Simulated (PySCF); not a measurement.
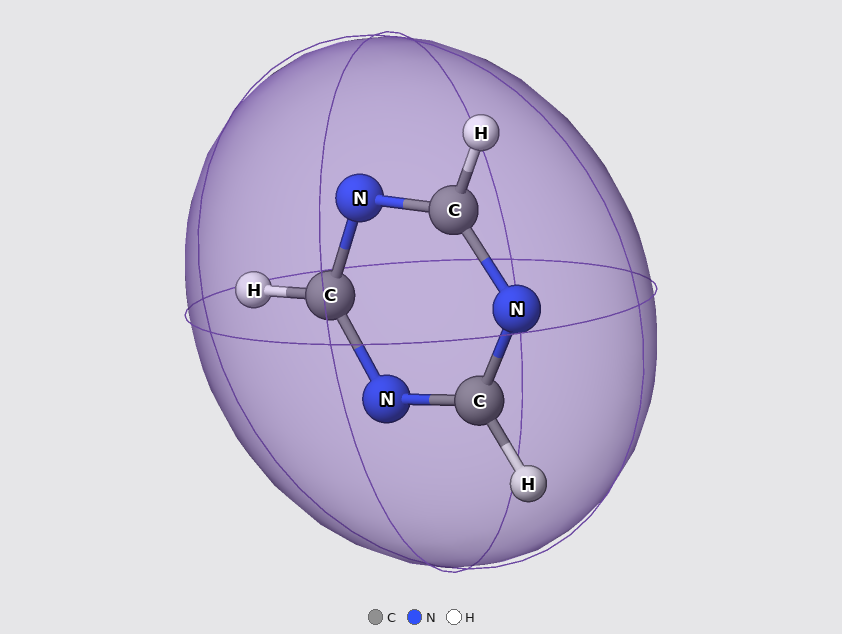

The ellipsoid shows the static dipole polarisability: its half-axes are proportional to the principal values. Computed geometry: GFN2-xTB optimisation. No frequency run is at hand to confirm it as a minimum. Level of theory: CAM-B3LYP/def2-SVPD (PySCF 2.14.0).

Question: Give the principal values, the mean and the anisotropy.

Answer: Principal values 31.5, 58.2, 58.2 bohr³; mean 49.3 bohr³ (7.31 Å³); anisotropy 26.7 bohr³, so the longest axis is 1.85 times the shortest.
